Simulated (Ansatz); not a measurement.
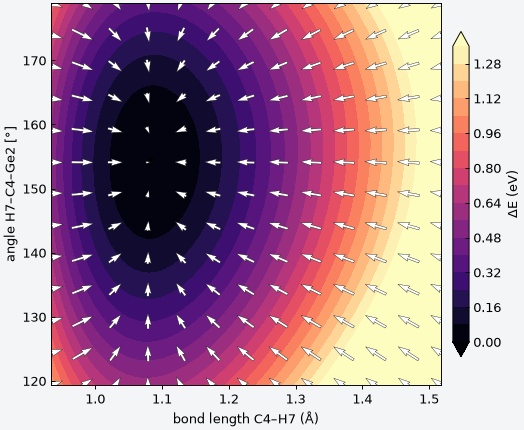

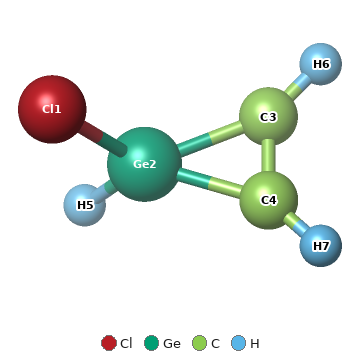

Energy landscape of C2H3ClGe, SMILES [Cl][GeH]1[CH]=[CH]1. First axis: bond length C4–H7. Second axis: angle H7–C4–Ge2. Nothing is relaxed (all other coordinates rigid). The scan uses a 13 × 13 grid. Points are written as (first, second). Energies are in eV, from the lowest grid point. These are results of Ansatz, RKS PBE0-D4/def2-TZVP, not measurements.

In the figure: filled contours, arrows along the force (downhill), their lengths compressed, one colour for all values above the top of the scale. Between grid points the surface is interpolated. The second picture is the structure at the lowest point.

**What does the map say about the system?**

The lowest grid point is at (1.079 Å, 154.1°). No other kind of well shows on this grid. The highest grid point, (1.518 Å, 119.3°), lies 2.24 eV above the lowest. Round the minimum the two coordinates are nearly uncoupled.

Each point was launched as `ansatz run input.yaml --threads 1 --pin off --max-ram 2560MiB --backend cpu --events-out ev --progress --plain --runs-dir out`. The whole map (169 points run) took 27 min on 1 thread of Arm Neoverse V2, with other jobs on the host.
